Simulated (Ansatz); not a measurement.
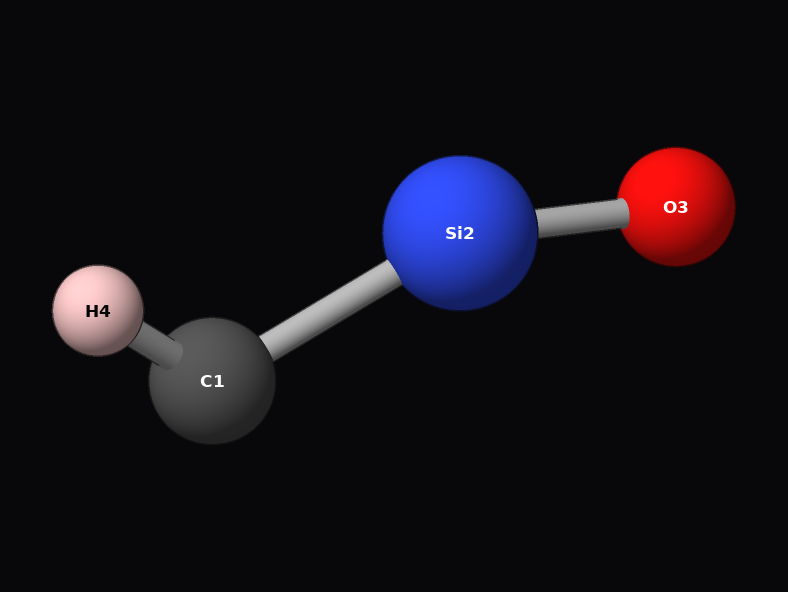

The questions are on Mulliken charges. Charge +1, singlet. The computed structure is the end point of a PBE-D4/def2-SVP optimisation. No frequency run is at hand to confirm it as a minimum. Level of theory: RKS PBE-D4/def2-SVP (Ansatz 0.2.0).

Question: Which atom carries the highest charge (most positive or least negative)?

Answer: Si2 (0.85 e).

Question: And the lowest?

Answer: O3 (−0.13 e).

Give the Mulliken charges atom by atom.

```json
{"atom": "C1", "value (e)": "0.06"}
{"atom": "Si2", "value (e)": "0.85"}
{"atom": "O3", "value (e)": "−0.13"}
{"atom": "H4", "value (e)": "0.22"}
```

Mulliken values depend strongly on the basis set and can even reverse the polarity of a bond.
